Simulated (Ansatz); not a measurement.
# Static equation of state of glassy Ba4.1Hf30.6O65.3 (121 atoms)

Density of this cell: 8.46 g/cm³. The cell holds 121 atoms: 5 Ba, 37 Hf and 79 O. Its edges and angles: a = 12.068 Å, b = 11.794 Å, c = 11.805 Å, α = 88.0°, β = 90.3°, γ = 88.5°. The starting structure: 121 atoms (5 Ba, 37 Zr, 79 O) placed at random at 5.15 g/cm³, melted at 4500 K for 20 ps at fixed volume with the Morse and Coulomb pair potential with partial charges (Pedone, Malavasi, Menziani, Cormack and Segre, J. Phys. Chem. B 110, 11780 (2006)). Quenched from 4500 K to 300 K at 20 K/ps and fixed volume, held 20 ps at zero pressure. Then Zr was replaced by Hf (the potential has no terms for the new elements, so the cell is a start for a DFT relaxation).

Calculated with Ansatz 0.2.0: Kohn-Sham DFT, revPBE, PAW (set soft_2), plane waves; cutoff 420 eV, Γ point, fixed occupations. Cell and atoms were relaxed first, to V0 = 13.873 Å³ an atom at a residual P0 = 0.025 GPa. The cell was then scaled evenly, and the atoms were relaxed at each volume.

```
volume (Å³/atom)  pressure (GPa)
          12.486           13.65
          13.041               ?
          13.457           3.596
          14.289          -2.103
          14.706          -4.379
```

**Question.** Fit the third-order Birch–Murnaghan equation to the rows given and interpolate to the withheld row.

Worked fit:

Take the Eulerian strain f = ½[(V0/V)^(2/3) − 1] and the normalised pressure F = (P − P0) / [3f(1 + 2f)^(5/2)]. The third-order Birch–Murnaghan equation is then the line F = B0 + (3/2)B0(B′ − 4) f, so u = f and v = F.

```
      u = f  v = F (GPa)
  0.0363833      104.760
  0.0102571      110.289
-0.00975657      76.3794
 -0.0190507      84.9228
```

With n = 4: mean u = 0.00445827, mean v = 94.0877, Σ(u − ū)² = 0.0018076, Σ(u − ū)(v − v̄) = 0.90182. Slope b = 0.90182 / 0.0018076 = 498.92; intercept a = v̄ − b ū = 91.863.

So B0 = a = 91.9 GPa and B′ = 4 + 2b/(3a) = 7.62. At the withheld volume f = 0.02106, F = a + b f = 102.4 GPa, and P = P0 + 3f(1 + 2f)^(5/2) F.

Prediction at 13.041: 7.194 GPa. The run gave 7.011 GPa, so the fit is high by 0.18 GPa (2.6 % of the value).

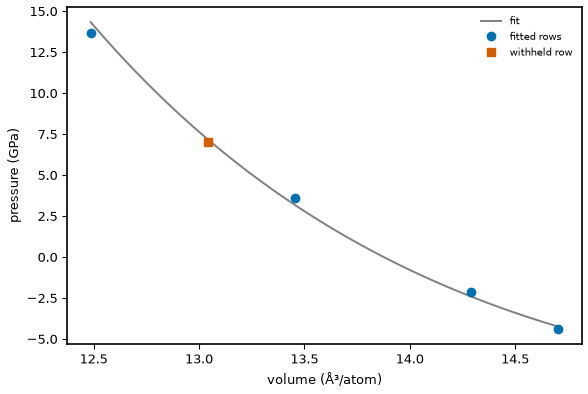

The fit, the rows that it rests on and the withheld row.

The series isn't one smooth equation of state: even a line fitted to all rows, the withheld one included, misses F by up to 13.6 %, the count of bonds changes along the series and an atom moves over 0.5 Å in some relaxation. B0 and B′ are then only the numbers of this fit, not moduli of the material. Among the rows given, the largest miss of the fit is at 12.486, by 0.68 GPa (3.8 % of the range of the table).

Limits: Static cells at zero temperature; the cell shape is held. The program notes that the SCF threshold of these relaxations is loose for the stress. The quench rate of 20 K/ps is many orders above laboratory rates, so the cell is likely richer in defects and strain than a real sample. The network of bonds at the start is that of the classical potential that made the cell, and needn't be the one that DFT or experiment would give. Only the Γ point is sampled, in a cell whose shortest periodic width is 12 Å.

[Logs are printed without paths, hosts, clocks, repeated set-up lines and the standing remarks that a program may print on its own settings, such as how far it seeks lower states.]

[Hosts, paths, dates, database ids (printed as entryN), source tags and the programs' standing remarks are cut or masked in the printed files.]
